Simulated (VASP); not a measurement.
Consider Pb2C3Se2.

```
C Se Pb
1.0
     5.27992    0.00000    0.00000
    -2.63996    4.57255    0.00000
     0.00000    0.00000   14.89326
C Se Pb
9 6 6
Direct
  0.83333 0.66667 0.16667
  0.50000 0.00000 0.50000
  0.16667 0.33333 0.83333
  0.33333 0.16667 0.16667
  0.00000 0.50000 0.50000
  0.66667 0.83333 0.83333
  0.83333 0.16667 0.16667
  0.50000 0.50000 0.50000
  0.16667 0.83333 0.83333
  0.00000 0.00000 0.28378
  0.66667 0.33333 0.61712
  0.33333 0.66667 0.95045
  0.66667 0.33333 0.04955
  0.33333 0.66667 0.38288
  0.00000 0.00000 0.71622
  0.33333 0.66667 0.16667
  0.00000 0.00000 0.50000
  0.66667 0.33333 0.83333
  0.00000 0.00000 0.00000
  0.66667 0.33333 0.33333
  0.33333 0.66667 0.66667
```

Space group R-3m; a generated structure, not necessarily the stable one.

The calculation used Kohn-Sham DFT of a periodic cell, PBEsol, VASP PAW PBE potentials, recommended in VASP.

Question: Predict the valence pseudo-density and electron localisation function between the atoms.

Answer: Pb–C (2.64 Å): the density is about 0.3 e/Å³ at the midpoint; the ELF is about 0.25 at the midpoint (no shared electron pair shows on this line).
Pb–Se (3.22 Å): ρ at the midpoint is about 0.16 e/Å³; the ELF is about 0.25 at the midpoint: no localised pair shows between them.

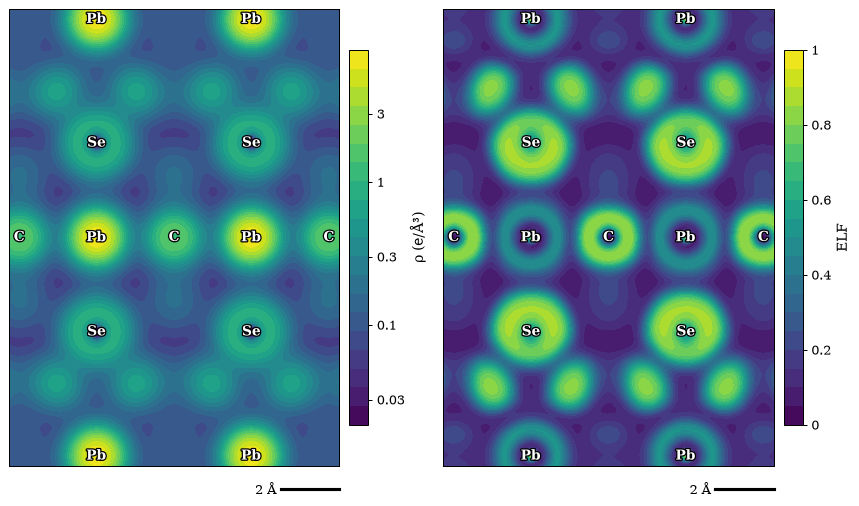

Computed valence pseudo-density and electron localisation function on the (100) plane of the conventional cell, in this order. Atoms just off the plane (C, 0.8 Å away) can leave unmarked features too.
